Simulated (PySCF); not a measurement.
# C₄H₇NOSi: electronic excitations

Wanted: the electronic excitations of C₄H₇NOSi (`O=CC#CCN[SiH3]`), by calculation.

The runs use PySCF 2.14.0, with density-fitted response routines of our own; the level of theory stands in each step. All values are computed, except where a source is named. Atoms are numbered from 0 throughout.

## 1. The starting structure

14 atoms, charge 0, multiplicity 1; geometry from: GFN2-xTB.

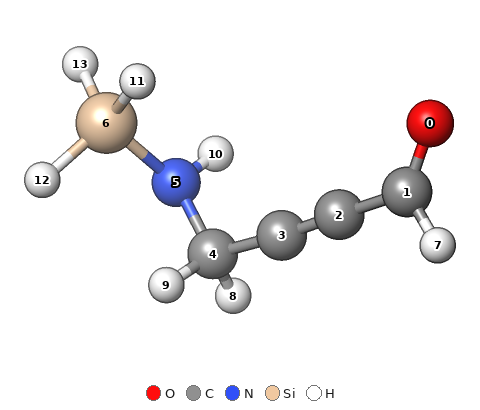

As it starts; oxygen red, carbon grey, nitrogen blue, silicon light orange, hydrogen white, atoms numbered; sticks join atoms by distance.

## 2. Ultraviolet spectrum: B3LYP/def2-SVPD

Job settings and geometry (Å):

```
{"job": {"kind": "uv", "xc": "B3LYP", "basis": "def2-SVPD", "nstates": 8, "ntriplets": 3}, "charge": 0, "multiplicity": 1}
O      3.341447     1.564304    -0.829753
C      3.199160     0.708861     0.004113
C      1.978574     0.039402     0.305971
C      0.955199    -0.534139     0.588865
C     -0.317786    -1.185709     0.826466
N     -1.374028    -0.711244    -0.037563
Si    -2.267529     0.726747     0.299676
H      4.043406     0.356250     0.632488
H     -0.182228    -2.268288     0.692146
H     -0.615362    -1.006896     1.864426
H     -1.173702    -0.914005    -1.006116
H     -1.490544     1.972320     0.285274
H     -2.801298     0.513775     1.646816
H     -3.295987     0.738150    -0.734926
```

Method: TDDFT B3LYP/def2-SVPD, vertical, gas phase, core orbitals frozen in the response.

Launch:

```bash
OMP_NUM_THREADS=1 python probes_run.py task.json out
```

The driver reads the jobs from task.json and runs them one after another.

The program printed:

```text
coarse grid: 12456 points
cycle   1  E = -575.5234538403  dE =  9.422e-01  |g| = 8.400e-01  |ddm| = 9.298e+00
cycle   2  E = -574.9154902524  dE =  6.080e-01  |g| = 1.885e+00  |ddm| = 5.958e+00
cycle   3  E = -575.6607534959  dE = -7.453e-01  |g| = 2.169e-01  |ddm| = 4.527e+00
cycle   4  E = -575.6699592225  dE = -9.206e-03  |g| = 1.119e-01  |ddm| = 5.920e-01
cycle   5  E = -575.6724259666  dE = -2.467e-03  |g| = 4.627e-02  |ddm| = 2.320e-01
cycle   6  E = -575.6729093707  dE = -4.834e-04  |g| = 1.569e-02  |ddm| = 8.069e-02
cycle   7  E = -575.6729664246  dE = -5.705e-05  |g| = 4.747e-03  |ddm| = 3.861e-02
cycle   8  E = -575.6729712026  dE = -4.778e-06  |g| = 1.176e-03  |ddm| = 9.767e-03
final grid: 116568 points
cycle   9  E = -575.7650294441  dE = -2.239e-05  |g| = 5.884e-03  |ddm| = 1.471e-01
cycle  10  E = -575.7650018590  dE =  2.759e-05  |g| = 1.268e-02  |ddm| = 2.277e-02
cycle  11  E = -575.7650368423  dE = -3.498e-05  |g| = 1.389e-03  |ddm| = 1.598e-02
cycle  12  E = -575.7650372890  dE = -4.467e-07  |g| = 3.058e-04  |ddm| = 2.741e-03
cycle  13  E = -575.7650373047  dE = -1.566e-08  |g| = 1.580e-04  |ddm| = 6.279e-04
cycle  14  E = -575.7650373100  dE = -5.249e-09  |g| = 6.262e-05  |ddm| = 2.432e-04
cycle  15  E = -575.7650373108  dE = -8.987e-10  |g| = 1.431e-05  |ddm| = 9.972e-05
converged SCF energy = -575.7650373108

Static polarisability (au): isotropic 87.619, principal 64.689 80.118 118.051

Singlet excitations
state   eV       nm        f      main configurations
  1   3.7889    327.2   0.00033   H-1->L 0.91
  2   4.1318    300.1   0.00378   H->L 0.85
  3   4.9019    252.9   0.00569   H-3->L 0.74, H-2->L 0.18
  4   5.5594    223.0   0.12267   H-2->L 0.59, H-3->L 0.16, H->L+1 0.12
  5   5.7942    214.0   0.06608   H->L+1 0.85
  6   6.3824    194.3   0.05078   H->L+2 0.88
  7   6.5904    188.1   0.00350   H-1->L+1 0.70, H-1->L+2 0.24
  8   6.7001    185.0   0.01176   H-2->L+1 0.49, H-2->L+2 0.25

Triplet excitations (Tamm-Dancoff, eV): 3.2260 3.8861 4.0529
```

Run time: 58 s. Hardware: 1 thread of Arm Neoverse N1, shared host; peak memory 0.81 GiB.

Frontier orbitals and where they lie:

```
orbital     eV                       atoms
 HOMO−3  -8.47    C3 36 %, C2 34 %, C4 7 %
 HOMO−2  -8.29   C2 35 %, C3 32 %, O0 12 %
 HOMO−1  -7.73    O0 67 %, C1 16 %, H7 9 %
   HOMO  -7.17  N5 57 %, Si6 10 %, H11 6 %
   LUMO  -2.20   C1 29 %, O0 28 %, C3 18 %
 LUMO+1  -0.36  Si6 22 %, C4 12 %, C3 10 %
 LUMO+2   0.08   C3 24 %, C2 22 %, C1 14 %
```

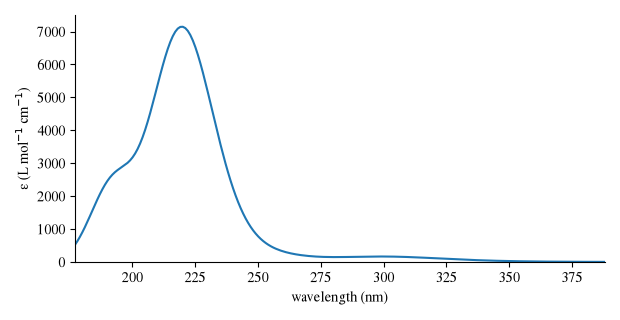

Absorption spectrum: each of the 8 states is a Gaussian band of 0.4 eV half-width at 1/e. Beyond the last state computed it falls off for lack of states.

Ground-state properties from the same run:

| property | computed |
| --- | --- |
| dipole moment (D) | 3.24 |
| polarisability (Å³) | 12.98 |
| HOMO–LUMO gap (eV) | 4.97 |
| −ε(HOMO) (eV) | 7.17 |

## 3. Results

| quantity | value |
| --- | --- |
| lowest singlet (B3LYP/def2-SVPD) | 3.79 eV (327 nm), f = 0.000 |
| brightest single state of those computed | state 4, 5.56 eV, f = 0.123 |
| lowest triplet | 3.23 eV |

What this shows: The lowest singlet, at 3.79 eV, is HOMO−1→LUMO 0.91 and is dark; of the 8 states computed, the strongest absorption comes from state 4 at 5.56 eV. The lowest triplet lies 0.56 eV below the lowest singlet (triplets in Tamm-Dancoff, singlets in full TDDFT).
